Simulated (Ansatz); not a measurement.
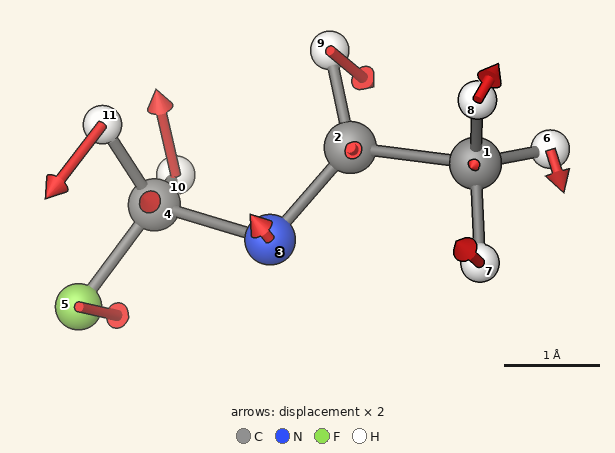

This is a relaxation of C3H6FN (coarse preliminary run). The starting structure is drawn; red arrows show the displacements, magnified 2 times. The two geometries are superimposed by the best rigid fit.

A ball-and-stick model, seen at a tilt.

The start comes from a force field.

Theory: RKS PBE-D4/def2-SVP (Ansatz 0.2.0).

Input file:
```yaml
crystal:
  periodic: [false, false, false]
  atoms:
    - {symbol: C, position_ang: [-0.863000, -1.363000, -0.969700]}
    - {symbol: C, position_ang: [-0.148800, -0.479200, -0.009800]}
    - {symbol: N, position_ang: [0.045800, 0.767900, -0.266900]}
    - {symbol: C, position_ang: [0.911200, 1.436400, 0.798000]}
    - {symbol: F, position_ang: [1.018400, 2.717200, 0.428200]}
    - {symbol: H, position_ang: [-0.281500, -2.136700, -1.300900]}
    - {symbol: H, position_ang: [-1.188400, -0.731200, -1.849200]}
    - {symbol: H, position_ang: [-1.757900, -1.701900, -0.487500]}
    - {symbol: H, position_ang: [0.211000, -0.963100, 0.951700]}
    - {symbol: H, position_ang: [1.830400, 0.979800, 0.951300]}
    - {symbol: H, position_ang: [0.288200, 1.416600, 1.775500]}
basis:
  gaussian: {orbitals: def2-SVP}
hamiltonian: {xc: pbe, dispersion: d4}
relax: {f_tol: 0.03, max_steps: 200}
```

Question: What happened in the run?

Answer: The energy falls by 13.5 kcal/mol in 13 accepted moves (17 points after the start). The largest force component goes from 5.4 to 0.029 eV/Å. The line search rejected the trial steps at points 2, 10, 12, 16 of the run. The atom that moves furthest after the best rigid fit is H11 (0.55 Å). Largest moves by element: H 0.55 Å, F 0.52 Å, N 0.20 Å, C 0.16 Å. Among the contacts that change: N3–C4 1.526 → 1.432 Å, C1–H6 1.023 → 1.111 Å, C4–H10 1.038 → 1.123 Å, C4–F5 1.337 → 1.379 Å. Bond angles that change, for instance: C2–N3–C4 111.7° → 118.0°, H6–C1–H8 112.4° → 106.3°, F5–C4–H10 113.0° → 108.1°. Groups turn about N3–C4 by about 40°.
